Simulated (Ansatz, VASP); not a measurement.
# Cross-check of C between VASP and Ansatz, part 2 of 2

One calculation is typed for both programs; each brings its own data sets and cutoff. How far apart do they land?

VASP 6.6.1 and Ansatz 0.2.0.

So far: Starting point; Ansatz: band structure, HSE06; VASP: band structure, HSE06.

The database entry behind the starting cell differs from later determinations by our own check (about 0.1 % long), so it need not match the best structure at ambient conditions.

### Step 3. VASP: band structure, HSE06 (continued)

Level of this step: HSE06; plane waves and PAW (C) (VASP).

Numbers of over 12 decimals in the logs are rounded to 6 here.

From OUTCAR (step 3):

```text
ion  position               nearest neighbor table
   1  0.000  0.000  0.000-   2 1.55   2 1.55   2 1.55   2 1.55
   2  0.250  0.250  0.250-   1 1.55   1 1.55   1 1.55   1 1.55

  LATTYP: Found a face centered cubic cell.
 ALAT       =     3.5716220000

 Subroutine GETGRP returns: Found 48 space group operations
 (whereof 24 operations were pure point group operations)

The static configuration has the point symmetry T_d .
 The point group associated with its full space group is O_h .

 Found     20 irreducible k-points:

   k-points           NKPTS =     20   k-points in BZ     NKDIM =    343   number of bands    NBANDS=     10

   dimension x,y,z NGX =    18 NGY =   18 NGZ =   18
   dimension x,y,z NGXF=    36 NGYF=   36 NGZF=   36

   ENCUT  =  460.0 eV  33.81 Ry    5.81 a.u.   4.42  4.42  4.42*2*pi/ulx,y,z

   NELECT =       8.0000    total number of electrons

 k-points in reciprocal lattice and weights: Automatic mesh
   0.00000000  0.00000000  0.00000000       0.003
   0.14285714  0.00000000  0.00000000       0.023
   0.28571429  0.00000000  0.00000000       0.023
   0.42857143  0.00000000  0.00000000       0.023
   0.14285714  0.14285714  0.00000000       0.017
   0.28571429  0.14285714  0.00000000       0.070
   0.42857143  0.14285714  0.00000000       0.070
  -0.42857143  0.14285714  0.00000000       0.070
  -0.28571429  0.14285714  0.00000000       0.070
[...]
-0.42857143  0.42857143  0.14285714       0.070
  -0.28571429  0.42857143  0.14285714       0.070

  exchange ACFDT corr.  =         0.00000000  see jH, gK, PRB 81, 115126

 average (electrostatic) potential at core
       1 -41.6992       2 -41.6992

 E-fermi :   9.2081

 k-point     1 :       0.0000    0.0000    0.0000
  band No.  band energies     occupation
      1     -14.4411      2.00000
      2       9.0419      2.00000
      3       9.0419      2.00000
      4       9.0419      2.00000
      5      16.0274      0.00000
      6      16.0274      0.00000
      7      16.0274      0.00000
      8      24.2301      0.00000
      9      29.8548      0.00000
    ...

 k-point     2 :       0.1429    0.0000    0.0000
  band No.  band energies     occupation
      1     -13.8325      2.00000
      2       5.8253      2.00000
      3       8.1825      2.00000
      4       8.1825      2.00000
      5      17.1639      0.00000
      6      17.1639      0.00000
      7      17.5793      0.00000
      8      24.7600      0.00000
      9      30.7674      0.00000
    ...

 k-point     3 :       0.2857    0.0000    0.0000
  band No.  band energies     occupation
      1     -12.0321      2.00000
      2       0.5131      2.00000
      3       6.8605      2.00000
      4       6.8605      2.00000
      5      18.6639      0.00000
      6      18.6639      0.00000
      7      18.8647      0.00000
      8      25.9580      0.00000
      9      31.5898      0.00000
    ...

  energy-cutoff  :      460.00
  volume of cell :       11.39
      direct lattice vectors                 reciprocal lattice vectors
     0.000000000  1.785811000  1.785811000    -0.279984836  0.279984836  0.279984836
     1.785811000  0.000000000  1.785811000     0.279984836 -0.279984836  0.279984836
     1.785811000  1.785811000  0.000000000     0.279984836  0.279984836 -0.279984836

 POSITION                                       TOTAL-FORCE (eV/Angst)
 -----------------------------------------------------------------------------------
      0.00000      0.00000      0.00000         0.000000      0.000000      0.000000
      0.89291      0.89291      0.89291        -0.000000     -0.000000     -0.000000
 -----------------------------------------------------------------------------------
    total drift:                                0.000000      0.000000      0.000000

  FREE ENERGIE OF THE ION-ELECTRON SYSTEM (eV)
  ---------------------------------------------------
  free  energy   TOTEN  =       -21.0871501966 eV

  energy  without entropy=      -21.0871501966  energy(sigma->0) =      -21.08715020

 total charge
# of ion       s       p       d       tot
------------------------------------------
    1        0.834   1.738   0.000   2.572
    2        0.834   1.738   0.000   2.572
--------------------------------------------------
tot          1.669   3.476   0.000   5.145

[... 3 further parts left out ...]
```

### Step 4. Differences

Known differences besides the PAW data sets themselves: exact exchange at q = 0 is treated differently, which shows on coarse meshes; VASP keeps PBE cores, Ansatz makes them for the functional; the cutoff is 420 eV in Ansatz and 460 eV in VASP; VASP takes a coarser grid for exact exchange (PRECFOCK = Fast). Total energies have different zeros and are not compared.

Both answers:

| quantity | Ansatz | VASP | difference |
| --- | --- | --- | --- |
| gap over the path points (eV) | 5.312 | 5.305 | +0.008 |

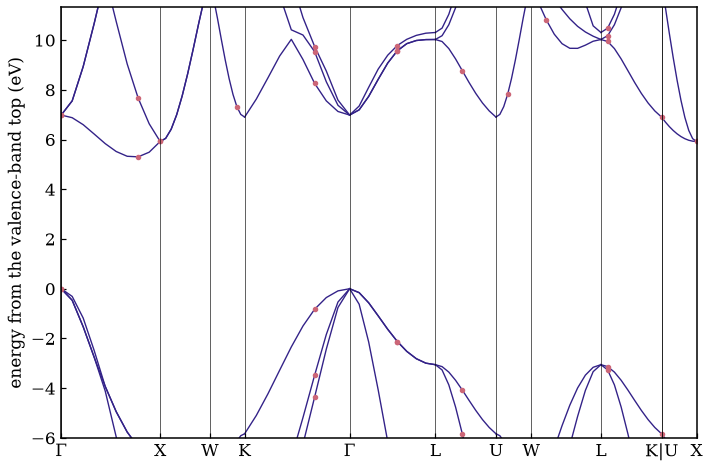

Bands from VASP (lines) and levels from Ansatz (dots). Dots without a line are higher empty bands that the VASP plot leaves out.

Levels at points of the path, from each program's valence-band top (eV; 3 filled, then empty):

| k (reciprocal lattice) | Ansatz | VASP |
| --- | --- | --- |
| 0.000 0.000 0.000 | 0.00 0.00 0.00 6.99 6.99 6.99 | 0.00 0.00 0.00 6.99 6.99 6.99 |
| 0.389 0.000 0.389 | -10.00 -6.37 -6.37 5.31 7.67 17.66 | -10.00 -6.36 -6.36 5.30 7.67 17.68 |
| 0.500 0.000 0.500 | -14.04 -6.85 -6.85 5.93 5.93 19.17 | -14.05 -6.85 -6.85 5.92 5.92 19.20 |
| 0.500 0.222 0.722 | -13.25 -8.94 -8.94 11.64 11.64 14.72 | -13.25 -8.93 -8.93 11.64 11.64 14.73 |
| 0.403 0.347 0.750 | -12.89 -10.03 -6.14 7.33 12.38 16.24 | -12.89 -10.02 -6.13 7.32 12.39 16.26 |
| 0.125 0.125 0.250 | -4.36 -3.48 -0.83 8.26 9.53 9.74 | -4.36 -3.48 -0.82 8.26 9.53 9.74 |
| 0.278 0.278 0.278 | -8.23 -2.12 -2.12 9.57 9.57 9.77 | -8.23 -2.12 -2.12 9.57 9.57 9.78 |
| 0.556 0.389 0.556 | -13.92 -5.83 -4.08 8.78 12.16 12.90 | -13.91 -5.83 -4.07 8.77 12.16 12.91 |
| 0.583 0.250 0.667 | -12.88 -9.96 -6.48 7.82 12.40 15.96 | -12.88 -9.96 -6.48 7.82 12.41 15.97 |
| 0.500 0.306 0.694 | -12.52 -9.29 -7.35 10.80 12.11 15.05 | -12.52 -9.29 -7.35 10.80 12.12 15.07 |

Among the levels compared (up to four filled and three empty ones at each point), filled levels agree within 6 meV and empty ones within 22 meV.

### Step 5. Results

| Property | Result |
| --- | --- |
| difference in gap over the path points (band structure, HSE06) | 0.0078 eV |

**Reading.** The difference in gap over the path points is 0.0078 eV (band structure, HSE06), within the 0.08 eV picked in this series as the mark of a large difference. Differences of this kind measure data sets and numerical settings, not the functional's error against experiment.

[Lines on the potential files, build, host, timing and source positions are cut from VASP's logs without a mark.]

[Logs are printed without paths, hosts, clocks, repeated set-up lines and the standing remarks that a program may print on its own settings, such as how far it seeks lower states.]

[Hosts, paths, dates, database ids (printed as entryN), source tags and the programs' standing remarks are cut or masked in the printed files.]
